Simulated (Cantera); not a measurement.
Feed: 1 mol Si, 5.2 mol NF₃, 1.9 mol H₂, held at 1.33 mbar.

These are equilibrium values from Cantera (NASA tables, ideal gas, pure condensed phases), not measurements of a reactor. Candidate condensed phases: Si, Si₃N₄; 37 gas species. The numbers say what is thermodynamically allowed, not how fast it happens.

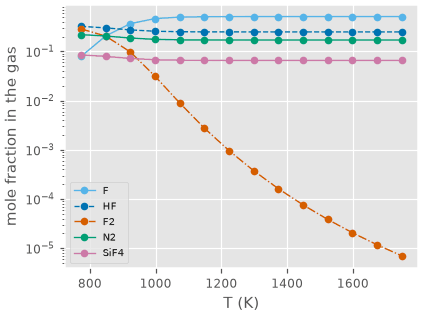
Equilibrium gas composition (values under 1e-9 drawn at 1e-9)

From 773 K to 1748 K nothing is condensed. The main Si-bearing gas is SiF₄ throughout.
